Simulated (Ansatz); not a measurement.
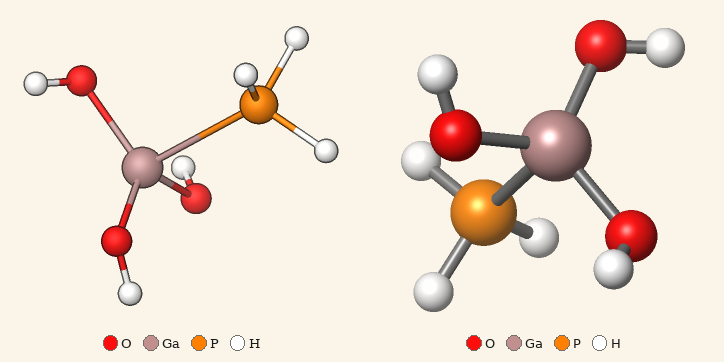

The same structure drawn twice, from different directions.

> Which formula does it have?

GaH₆O₃P, 11 atoms: 1 gallium, 6 hydrogen, 3 oxygen and 1 phosphorus.

> Give a SMILES string for it.

[OH][Ga-]([OH])([OH])[PH3+]

> How many sets of symmetry-equivalent atoms are there?

5: 3 O, 1 Ga, 1 P, 3 H, 3 H.

> What is the point group of this geometry?

C3.

More results for the same structure follow; atom numbers are the same in all pictures, views and colours differ. The geometry was computed by an optimisation with PBE0-D4/def2-TZVP.

Shape

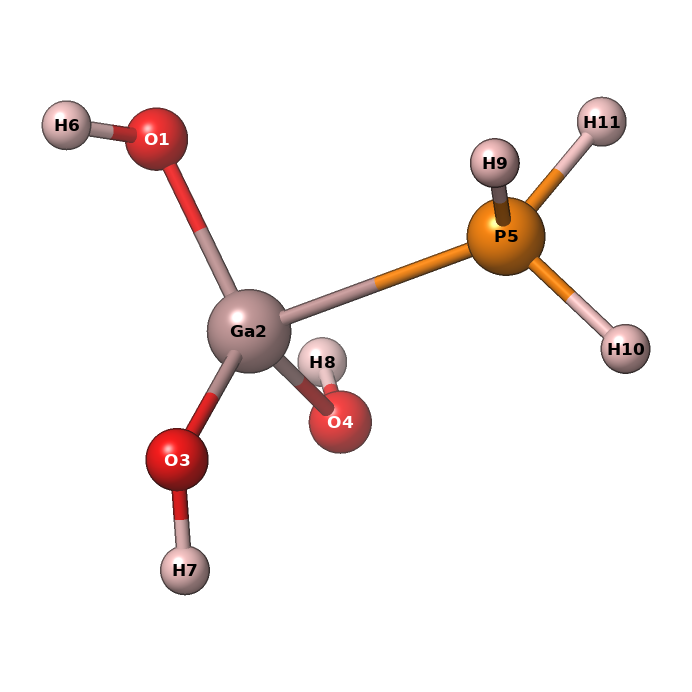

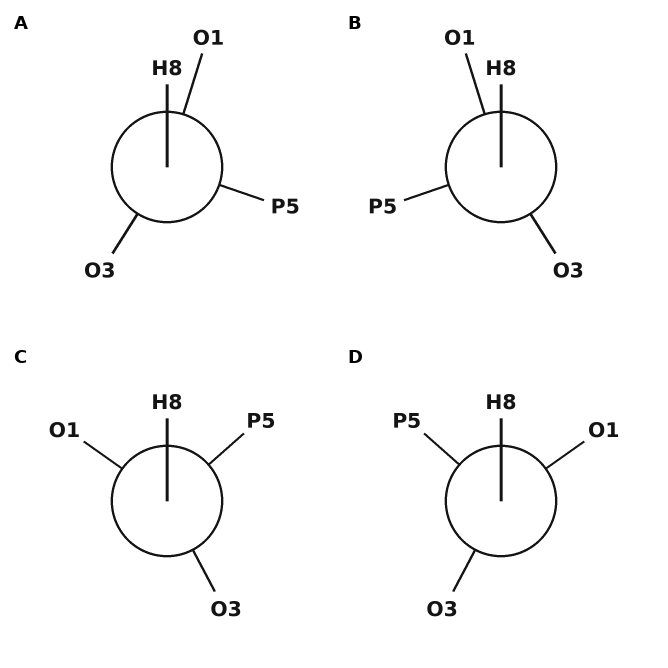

Atoms fade into the background with distance from the viewer. Bonds that would overlap in a projection are set slightly apart.

> Which Newman projection shows the view along O4–Ga2, with O4 in front?

B. The torsion angle H8–O4–Ga2–P5 is −109°, anticlinal.

Electronic properties

Properties computed with RKS PBE0-D4/def2-SVP (Ansatz 0.2.0).

What does the calculation give?

- HOMO energy (Kohn–Sham orbital): −7.69 eV
- LUMO energy (Kohn–Sham orbital): 0.30 eV
- HOMO–LUMO gap: 7.99 eV
- dispersion correction: −20.5 kJ/mol

Vibrations

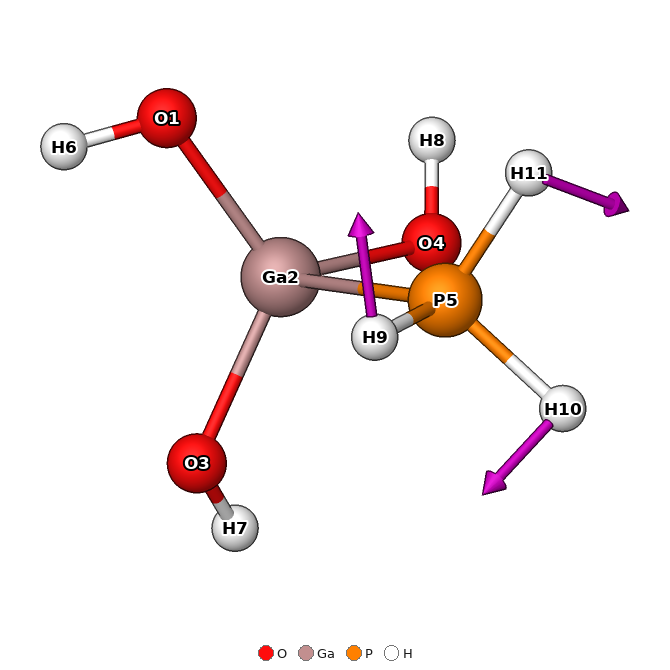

The arrows show one normal mode. Harmonic vibrations computed with RKS PBE0-D4/def2-TZVP (Ansatz 0.2.0) at a stationary point of the same level.

> What kind of motion is it?

A torsion or out-of-plane motion in which bond lengths and bond angles hardly change.

> Estimate its harmonic wavenumber.

96 cm⁻¹; it is mode 3 of 27 counted from the lowest.

Charges

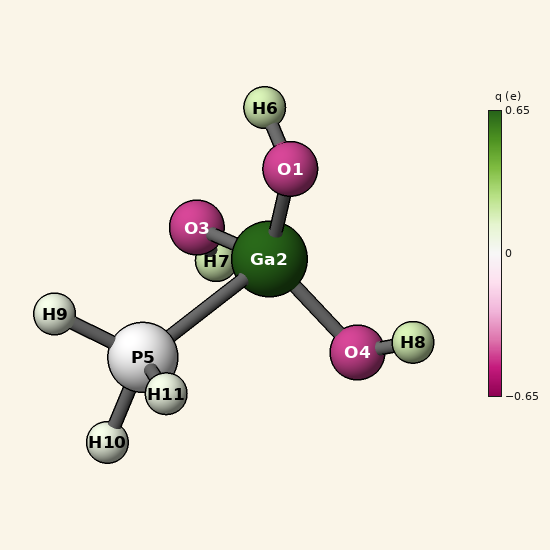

Atoms are coloured by their Mulliken charges. Properties computed with RKS B3LYP-D4/def2-TZVPP (Ansatz 0.2.0).

> Which atom carries the highest charge (most positive or least negative)?

Ga2 (0.64 e).

> And the lowest?

O1, O3, O4 (−0.46 e).

List the Mulliken charges.

| atom | value (e) |
| --- | --- |
| O1 | −0.46 |
| Ga2 | 0.64 |
| O3 | −0.46 |
| O4 | −0.46 |
| P5 | 0.00 |
| H6 | 0.18 |
| H7 | 0.18 |
| H8 | 0.18 |
| H9 | 0.07 |
| H10 | 0.07 |
| H11 | 0.07 |

Mulliken values depend strongly on the basis set and can even reverse the polarity of a bond.
